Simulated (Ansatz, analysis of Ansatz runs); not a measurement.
# A hop of H in CaLa2S4 (I-42d), charge +1, part 3 of 3

Wanted: path and barrier of a jump of H in CaLa2S4 (I-42d) at charge +1. The case: H turning about S, in a cell of 112 host atoms with 1 H put in.

Ansatz 0.2.0; plane-wave PAW DFT, PBEsol; nudged elastic band between two relaxed defect structures at fixed charge in a uniform background.

So far: The structure; Relaxation of the start point, charge +1; Relaxation of the end point, charge +1.

## (4) Nudged elastic band, charge +1

3 movable images are laid between the ends on a pair-potential path, which keeps atoms from colliding in the first guess. Each image feels the true force across the path and a spring force along it. The highest image is set to climb to the top of the path.

This step: plane-wave PAW DFT, PBEsol; nudged elastic band between two relaxed defect structures at fixed charge in a uniform background.

qp1_c112k1s.neb/input.yaml

```yaml
crystal:
  lattice:
    - [-8.54729057, 8.54729057, 8.59293813]
    - [8.54729057, -8.54729057, 8.59293813]
    - [8.54729057, 8.54729057, -8.59293813]
  atoms:
    - { symbol: Ca, position: [0.00286258, 0.0050468, 0.00100057] }
    - { symbol: Ca, position: [0.37458829, 0.12514869, 0.24954689] }
    - { symbol: La, position: [0.43714127, 0.24751271, 0.0601817] }
    - { symbol: La, position: [0.25238937, 0.31328624, 0.18993413] }
    - { symbol: La, position: [0.18817418, 0.37771467, 0.44038925] }
    - { symbol: La, position: [0.12256599, 0.06246754, 0.30983651] }
    - { symbol: S, position: [0.06201533, 0.18805628, 0.44896018] }
    - { symbol: S, position: [0.06293918, 0.18723353, 0.19919722] }
    - { symbol: S, position: [0.3125071, 0.26160913, 0.37414224] }
    - { symbol: S, position: [0.48776991, 0.36387455, 0.30069427] }
    - { symbol: S, position: [0.13644267, 0.43757554, 0.12442657] }
    - { symbol: S, position: [0.31244128, 0.01183137, 0.37486324] }
    - { symbol: S, position: [0.38723672, 0.43873374, 0.12602417] }
    - { symbol: S, position: [0.23822103, 0.11303201, 0.05102664] }
    - { symbol: Ca, position: [0.00021546, 0.00045945, 0.49920612] }
    - { symbol: Ca, position: [0.37416208, 0.12387703, 0.74973255] }
    - { symbol: La, position: [0.43651972, 0.24641045, 0.55924142] }
    - { symbol: La, position: [0.25145822, 0.31179605, 0.68960647] }
    - { symbol: La, position: [0.18718832, 0.37733198, 0.93962946] }
    - { symbol: La, position: [0.12292369, 0.06303504, 0.80983156] }
    - { symbol: S, position: [0.06092863, 0.1877178, 0.94836299] }
    - { symbol: S, position: [0.06251902, 0.18719452, 0.69878529] }
    - { symbol: S, position: [0.31186682, 0.26115461, 0.87416891] }
    - { symbol: S, position: [0.48634164, 0.36030206, 0.80190496] }
    - { symbol: S, position: [0.13616419, 0.43769947, 0.62430449] }
    - { symbol: S, position: [0.31237547, 0.01184308, 0.87553582] }
    - { symbol: S, position: [0.38783077, 0.43894602, 0.6277163] }
    - { symbol: S, position: [0.2385052, 0.11242454, 0.55078951] }
    - { symbol: Ca, position: [-0.00031887, 0.49916971, -0.00020294] }
    - { symbol: Ca, position: [0.37471136, 0.62501904, 0.24897928] }
    - { symbol: La, position: [0.43696821, 0.74798995, 0.06017766] }
    - { symbol: La, position: [0.25172424, 0.81270398, 0.1887343] }
    - { symbol: La, position: [0.18719415, 0.87710346, 0.43940534] }
    - { symbol: La, position: [0.1226603, 0.56190323, 0.31046996] }
    - { symbol: S, position: [0.06194193, 0.68731455, 0.44887996] }
    - { symbol: S, position: [0.06247489, 0.68611709, 0.19865521] }
    - { symbol: S, position: [0.31190831, 0.76107519, 0.37313359] }
    - { symbol: S, position: [0.48686161, 0.86409206, 0.30023559] }
    - { symbol: S, position: [0.13350998, 0.93615961, 0.12208308] }
    - { symbol: S, position: [0.31506779, 0.51334836, 0.37725691] }
    - { symbol: S, position: [0.38616273, 0.93852421, 0.1252211] }
    - { symbol: S, position: [0.23793493, 0.61287703, 0.05062097] }
    - { symbol: Ca, position: [-0.00020632, 0.49984762, 0.50005346] }
    - { symbol: Ca, position: [0.3715018, 0.62301684, 0.75167422] }
    - { symbol: La, position: [0.4361114, 0.74904035, 0.55724609] }
    - { symbol: La, position: [0.25181652, 0.81215861, 0.68938975] }
    - { symbol: La, position: [0.18620937, 0.87710338, 0.9390266] }
    - { symbol: La, position: [0.12198631, 0.56243449, 0.81038094] }
    - { symbol: S, position: [0.05931034, 0.68708586, 0.94776989] }
    - { symbol: S, position: [0.06188073, 0.68653339, 0.69859046] }
    - { symbol: S, position: [0.31144585, 0.76115223, 0.87378634] }
    - { symbol: S, position: [0.48759738, 0.86251138, 0.79998869] }
    - { symbol: S, position: [0.13588294, 0.93717932, 0.62341793] }
    - { symbol: S, position: [0.31344979, 0.51232048, 0.8762809] }
    - { symbol: S, position: [0.38699345, 0.93778794, 0.6253804] }
    - { symbol: S, position: [0.2408824, 0.6134652, 0.5521401] }
    - { symbol: Ca, position: [0.49845236, -2.219e-05, -0.00058134] }
    - { symbol: Ca, position: [0.87593427, 0.12586653, 0.25102777] }
    - { symbol: La, position: [0.93741383, 0.24810048, 0.06051176] }
    - { symbol: La, position: [0.75217397, 0.31253251, 0.19049154] }
    - { symbol: La, position: [0.68719652, 0.37720658, 0.43950387] }
    - { symbol: La, position: [0.62220836, 0.06321276, 0.30985061] }
    - { symbol: S, position: [0.56111518, 0.18817456, 0.44878371] }
    - { symbol: S, position: [0.56229824, 0.18666096, 0.19885796] }
    - { symbol: S, position: [0.8120825, 0.2614606, 0.37385486] }
    - { symbol: S, position: [0.98821717, 0.36394782, 0.30184237] }
    - { symbol: S, position: [0.63593111, 0.43670626, 0.12405121] }
    - { symbol: S, position: [0.8134571, 0.0125918, 0.37468569] }
    - { symbol: S, position: [0.88752076, 0.43827144, 0.12671993] }
    - { symbol: S, position: [0.73903429, 0.11330248, 0.05179152] }
    - { symbol: Ca, position: [0.49988416, 0.0008501, 0.4991625] }
    - { symbol: Ca, position: [0.87592665, 0.12754812, 0.74982289] }
    - { symbol: La, position: [0.93724441, 0.24793338, 0.55986188] }
    - { symbol: La, position: [0.75156378, 0.31225059, 0.68954455] }
    - { symbol: La, position: [0.68776167, 0.37511257, 0.94080127] }
    - { symbol: La, position: [0.62238293, 0.06196898, 0.80956893] }
    - { symbol: S, position: [0.56092962, 0.18612368, 0.94861983] }
    - { symbol: S, position: [0.5622903, 0.18604349, 0.69848832] }
    - { symbol: S, position: [0.8120416, 0.26078902, 0.87396612] }
    - { symbol: S, position: [0.98714206, 0.36368047, 0.8009853] }
    - { symbol: S, position: [0.63588818, 0.43813482, 0.62522824] }
    - { symbol: S, position: [0.81236915, 0.01075224, 0.87553101] }
    - { symbol: S, position: [0.88661336, 0.43783026, 0.62559979] }
    - { symbol: S, position: [0.73844781, 0.113019, 0.55026634] }
    - { symbol: Ca, position: [0.49845625, 0.49879721, 0.00111595] }
    - { symbol: Ca, position: [0.87451009, 0.6241849, 0.25046201] }
    - { symbol: La, position: [0.93827755, 0.74603302, 0.06242208] }
    - { symbol: La, position: [0.75200487, 0.81209122, 0.18908458] }
    - { symbol: La, position: [0.68662767, 0.87794128, 0.43684319] }
    - { symbol: La, position: [0.62282265, 0.56288018, 0.31017167] }
    - { symbol: S, position: [0.56198475, 0.68912783, 0.44859235] }
    - { symbol: S, position: [0.56234106, 0.68681523, 0.19823531] }
    - { symbol: S, position: [0.81209296, 0.76109145, 0.37323999] }
    - { symbol: S, position: [0.98739873, 0.86327923, 0.3002857] }
    - { symbol: S, position: [0.6353463, 0.93765074, 0.12376024] }
    - { symbol: S, position: [0.8132643, 0.51256213, 0.37653916] }
    - { symbol: S, position: [0.8867869, 0.93729163, 0.12440129] }
    - { symbol: S, position: [0.73806081, 0.61149456, 0.05128269] }
    - { symbol: Ca, position: [0.4999956, 0.49729694, 0.49762707] }
    - { symbol: Ca, position: [0.87437835, 0.62254286, 0.74680795] }
    - { symbol: La, position: [0.93785893, 0.74761174, 0.55937564] }
    - { symbol: La, position: [0.7551494, 0.81872703, 0.68443873] }
    - { symbol: La, position: [0.68718629, 0.88181299, 0.94411249] }
    - { symbol: La, position: [0.61921829, 0.55417256, 0.81307029] }
    - { symbol: S, position: [0.56200204, 0.68805105, 0.9478739] }
    - { symbol: S, position: [0.56459257, 0.6852801, 0.6978729] }
    - { symbol: S, position: [0.80973709, 0.7581578, 0.87017475] }
    - { symbol: S, position: [0.98653981, 0.86476498, 0.80061043] }
    - { symbol: S, position: [0.63632757, 0.93811132, 0.62292536] }
    - { symbol: S, position: [0.81240336, 0.51151005, 0.87663612] }
    - { symbol: S, position: [0.88804385, 0.94044654, 0.62345741] }
    - { symbol: S, position: [0.73850319, 0.61423651, 0.55173792] }
    - { symbol: H, position: [0.68716481, 0.71749364, 0.77979476] }
total_charge: 1
basis:
  ecutwfc: 420
  xc_grid: 2
hamiltonian:
  xc: pbesol
kpoints:
  mp_grid: { grid: [1, 1, 1], shift: [0.25, 0.25, 0.25] }
scf:
  occupations: { method: fixed }
  max_iter: 120
output:
  forces: true
neb:
  images: 3
  f_tol: 0.04
  climbing: true
  initial_path: idpp
  max_iterations: 45
  order_check: false
  final_atoms:
    - { symbol: Ca, position: [-0.00021065, 0.0002967, -3.681e-05] }
    - { symbol: Ca, position: [0.37480114, 0.12510941, 0.24964753] }
[... 24 atom lines left out ...]
    - { symbol: S, position: [0.38754062, 0.44266894, 0.62909567] }
[... 16 atom lines left out ...]
    - { symbol: Ca, position: [0.36789892, 0.62617603, 0.75504077] }
    - { symbol: La, position: [0.43464795, 0.74778319, 0.55689166] }
[... 35 atom lines left out ...]
    - { symbol: S, position: [0.63496575, 0.43810472, 0.623959] }
[... 17 atom lines left out ...]
    - { symbol: Ca, position: [0.50371868, 0.49859265, 0.49173155] }
[... 2 atom lines left out ...]
    - { symbol: La, position: [0.75440854, 0.81423508, 0.68823173] }
    - { symbol: La, position: [0.68820989, 0.87875375, 0.94281647] }
    - { symbol: La, position: [0.62807461, 0.56240809, 0.81560736] }
    - { symbol: S, position: [0.56075834, 0.68680001, 0.94680939] }
    - { symbol: S, position: [0.56128616, 0.68204737, 0.6946789] }
    - { symbol: S, position: [0.8113486, 0.7615829, 0.873551] }
[... 5 atom lines left out ...]
    - { symbol: H, position: [0.46309225, 0.56241144, 0.65056586] }
```

Command:

```
$ ansatz run input.yaml --threads 4 --pin off --max-ram 14131MiB --backend cpu --events-out ev --progress --plain --runs-dir out
```

Numbers of over 12 decimals in the logs are rounded to 6 here.

Log:

```text
[...]
Warning: neb: disabling space-group detection — the band's intermediate images generally break the endpoint symmetry, so the full k-mesh is solved, and no spatial operation symmetrises the density, except that a semilocal band can use its path's symmetry [...]
[...]
NEB image 0
Crystal: 113 atoms, lattice volume = 2511.069 Å³
Basis set: ecut = 420 eV, 49093 PW (Γ), exchange–correlation on 200×200×200 points (8 copies of the dense FFT grid, shifted against one another)
Bands: 561, of which v1, the nominal top of the filled ones, is band 448 counted from 1 (447 counted from 0)
Symmetry: 1 space group operations
k-points: 1
[...]
SCF iter   1: F=—  HF=-282769.544996 eV  |F-HF|=—  |Δ(HF+E_count)|=         —  Δρ=5.59e-3  dr2=1.20e0  ethr=1.77e-3  ⟨swp⟩=6.0  Hψ=1733  notcnv=0  defer=107
[...]
SCF iter   8: F=-282769.326047 eV  HF=-282769.326047 eV  |F-HF|=1.41e-8  |Δ(HF+E_count)|=   7.10e-8  Δρ=8.07e-7  dr2=3.16e-8  ethr=1.12e-11  ⟨swp⟩=4.0  Hψ=1893  notcnv=0
SCF 1 converged in 8 iterations: F = -282769.326047 eV  dr2 = 3.16e-8
[...]
NSCF: frozen V_eff on 1 k-points
NEB image 4
[...]
SCF 2 converged in 8 iterations: F = -282769.355339 eV  dr2 = 2.59e-8
[...]
NEB end point (image 0): max|allowed force component| = 4.773e-3 eV/Å (the criterion of neb.relax_end_points is 1.000e-2)
NEB end point (image 4): max|allowed force component| = 1.322e-2 eV/Å (the criterion of neb.relax_end_points is 1.000e-2)
NEB image 1
[...]
SCF 3 converged in 8 iterations: F = -282768.591665 eV  dr2 = 2.68e-8
NEB image 2
[...]
SCF 4 converged in 8 iterations: F = -282768.130147 eV  dr2 = 3.81e-8
NEB image 3
[...]
SCF 5 converged in 8 iterations: F = -282768.767508 eV  dr2 = 2.28e-8
NEB iter   1: max|band force component| = 3.155e0 eV/Å  barrier→ = 1.1959 eV  barrier← = 1.2252 eV  Δτ_max = 0.2000 Å  (40 SCF iters)
[... from here on, the SCF cycles and remarks between the steps are left out, and one step in 5 is shown ...]
NEB iter   2: max|band force component| = 1.035e0 eV/Å  barrier→ = 1.2501 eV  barrier← = 1.2794 eV  Δτ_max = 0.1944 Å  (24 SCF iters)
NEB iter   5: max|band force component| = 3.743e-1 eV/Å  barrier→ = 0.2861 eV  barrier← = 0.3154 eV  CI = image 2  Δτ_max = 0.1980 Å  (21 SCF iters)
NEB iter  10: max|band force component| = 2.482e-2 eV/Å  barrier→ = 0.2396 eV  barrier← = 0.2689 eV  CI = image 2  Δτ_max = 0.0000 Å  (15 SCF iters)
[...]
--- Band table (eV) ---
[...]
this run last wrote the band of iteration 10 to <dir>
--- NEB band (5 images, 10 band iterations, 218 SCF iterations) ---
  forward barrier  = 0.239643 eV
  backward barrier = 0.268934 eV
  climbing image's point = of an order that was not read
  energies are F+E_penalty+E_count in eV, relative to image 0
  image     s (Å)  Δ vs image 0  max|band force component| (eV/Å)
      0    0.0000      0.000000                                 —
      1    1.2652      0.020433                          2.482e-2
  *   2    2.5303      0.239643                          9.288e-3
      3    3.0483      0.103297                          5.070e-3
      4    3.5662     -0.029292                                 —
  climbing-image geometry (image 2):
  cell:  # Å, volume = 2511.0688 Å³
    - [-8.54729057, 8.54729057, 8.59293813]
    - [8.54729057, -8.54729057, 8.59293813]
    - [8.54729057, 8.54729057, -8.59293813]
  atoms:
    - { symbol: Ca, position: [0.000464, 0.000781, 0.000411] }
    - { symbol: Ca, position: [0.375289, 0.125244, 0.249775] }
    - { symbol: La, position: [0.437384, 0.246795, 0.059210] }
    - { symbol: La, position: [0.250421, 0.311299, 0.187071] }
    - { symbol: La, position: [0.188885, 0.378942, 0.440577] }
    - { symbol: La, position: [0.124341, 0.063953, 0.311577] }
    - { symbol: S, position: [0.063383, 0.189518, 0.450182] }
    - { symbol: S, position: [0.063257, 0.187285, 0.199363] }
    - { symbol: S, position: [0.313780, 0.262872, 0.374222] }
    - { symbol: S, position: [0.487885, 0.361951, 0.297013] }
    - { symbol: S, position: [0.136010, 0.437298, 0.123598] }
    - { symbol: S, position: [0.313823, 0.013049, 0.376018] }
    - { symbol: S, position: [0.387049, 0.438406, 0.125378] }
    - { symbol: S, position: [0.238440, 0.112496, 0.050424] }
    - { symbol: Ca, position: [0.000782, 0.001035, 0.500286] }
    - { symbol: Ca, position: [0.374758, 0.124491, 0.749869] }
    - { symbol: La, position: [0.438485, 0.248511, 0.560802] }
    - { symbol: La, position: [0.252474, 0.312789, 0.690162] }
    - { symbol: La, position: [0.187011, 0.377243, 0.939170] }
    - { symbol: La, position: [0.122799, 0.062697, 0.810172] }
[...]
- { symbol: Ca, position: [0.000325, 0.500289, 0.000398] }
    - { symbol: Ca, position: [0.374381, 0.624310, 0.247923] }
[...]
- { symbol: Ca, position: [0.000534, 0.500701, 0.500562] }
    - { symbol: Ca, position: [0.371268, 0.624760, 0.752216] }
[...]
- { symbol: Ca, position: [0.498481, 0.498848, 0.001068] }
    - { symbol: Ca, position: [0.875828, 0.625231, 0.250868] }
[...]
- { symbol: Ca, position: [0.496948, 0.491953, 0.484773] }
    - { symbol: Ca, position: [0.873478, 0.625569, 0.750023] }
    - { symbol: La, position: [0.937741, 0.747909, 0.560300] }
    - { symbol: La, position: [0.755036, 0.816455, 0.689264] }
    - { symbol: La, position: [0.691506, 0.881578, 0.947850] }
    - { symbol: La, position: [0.627432, 0.559409, 0.820689] }
[...]
- { symbol: S, position: [0.635452, 0.936352, 0.622904] }
    - { symbol: S, position: [0.813411, 0.511789, 0.877585] }
    - { symbol: S, position: [0.887239, 0.939213, 0.625817] }
    - { symbol: S, position: [0.737127, 0.613477, 0.550918] }
    - { symbol: H, position: [0.536466, 0.589774, 0.665389] }
[key lines of the parts left out:]
SCF converged after 5 iterations
Free energy (F): -282769.086404 eV
Fermi energy:    8.650823 eV
```

Run time: 46 min. Hardware: 4 threads of Arm Neoverse V2, shared host; peak memory 8.4 GiB.

In the SCF lines HF is the Harris–Foulkes energy and dr2 the Hartree energy of the density residual, in eV; the loop may stop once dr2 is under the threshold and the program's other checks hold. Hψ counts applications of the Hamiltonian.

The path, image by image:

| image | path (Å) | energy (eV) | H113: x, y, z (Å) |
| --- | --- | --- | --- |
| 0 | 0.000 | 0.0000 | 6.924, 6.406, 5.369 |
| 1 | 1.265 | 0.0204 | 5.975, 5.695, 5.081 |
| 2 | 2.530 | 0.2396 | 6.143, 5.232, 3.960 |
| 3 | 3.048 | 0.1033 | 6.286, 5.007, 3.558 |
| 4 | 3.566 | -0.0293 | 6.409, 4.712, 3.222 |

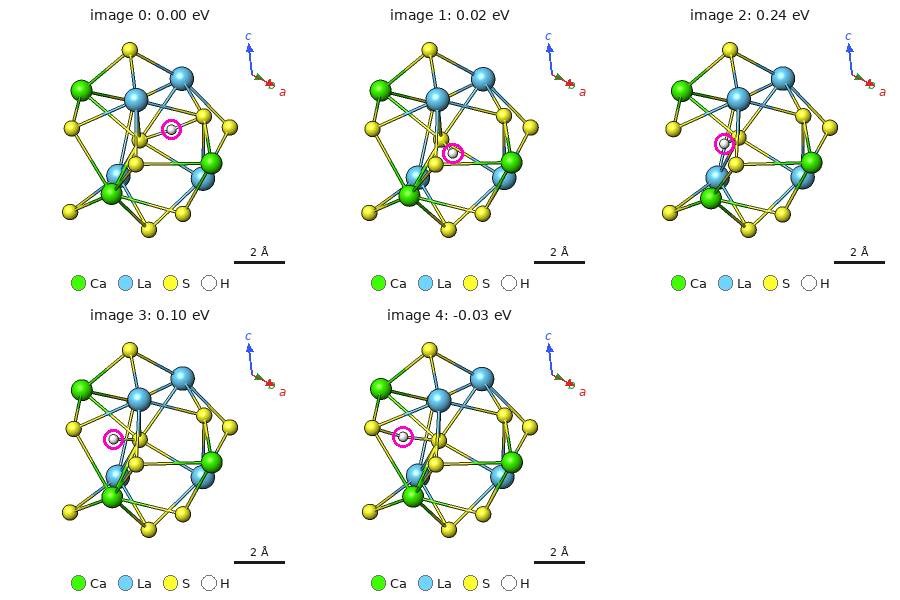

Images along the path; H113 is ringed.

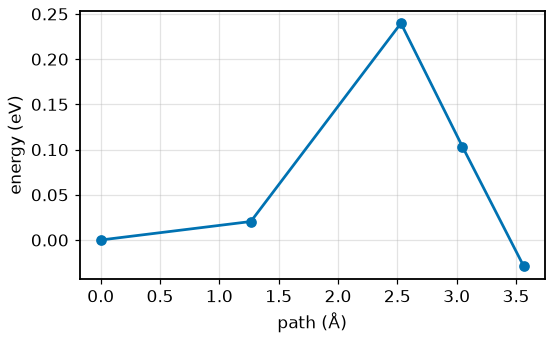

Energy along the path.

Read from the output:

| Property | Result |
| --- | --- |
| free energy | -282769.0864 eV |
| barrier forward | 0.2396 eV |
| barrier backward | 0.2689 eV |
| end less start | -0.02929 eV |
| hop length | 2.783 Å |

Track of the atom that was set to move:

| image | x (Å) | y (Å) | z (Å) | nearest neighbour | distance (Å) |
| --- | --- | --- | --- | --- | --- |
| 0 | 6.924 | 6.406 | 5.369 | S | 1.602 |
| 1 | 5.975 | 5.695 | 5.081 | S | 1.405 |
| 2 | 6.143 | 5.232 | 3.96 | S | 1.386 |
| 3 | 6.286 | 5.007 | 3.558 | S | 1.453 |
| 4 | 6.409 | 4.712 | 3.222 | S | 1.606 |

The band met its tolerance of 0.04 eV/Å after 10 iterations, with image 2 on top (the start counts as 0). H113, which moves farthest between the ends, has 2 S at 1.60 Å nearest at the start and 1 S at 1.39 Å at the top. In at least one step between neighbouring images a covalent bond changes partner or an atom goes far. The images sample such a step coarsely, so the top may lie higher.

## (5) Outcome

| Quantity | Value |
| --- | --- |
| barrier forward | 0.24 eV (in doubt, see below) |
| barrier backward | 0.27 eV |
| end less start | -0.03 eV |
| hop length | 2.78 Å |
| band iterations, as the log counts them | 10 |

In words: The top of the band lies 0.24 eV above the start and 0.27 eV above the end. In at least one step between neighbouring images a covalent bond changes partner or an atom goes far. The images sample such a step coarsely, so the top may lie higher. For hydrogen, zero-point energy and tunnelling change the rate much, so no rate follows from this barrier alone. At the top H113 stands 1.39 Å from its nearest S, 0.22 Å closer than at the start. The order of the top as a saddle was not checked for all atoms, so a bent path could be lower. No image-charge correction is applied; it largely cancels along a path if the charge stays localised alike. Keep in mind: one k-point off the zone centre stands for the whole zone; spin–orbit coupling, which can matter with heavy atoms, is left out.

[Logs are printed without paths, hosts, clocks, repeated set-up lines and the standing remarks that a program may print on its own settings, such as how far it seeks lower states.]

[Hosts, paths, dates, database ids (printed as entryN), source tags and the programs' standing remarks are cut or masked in the printed files.]
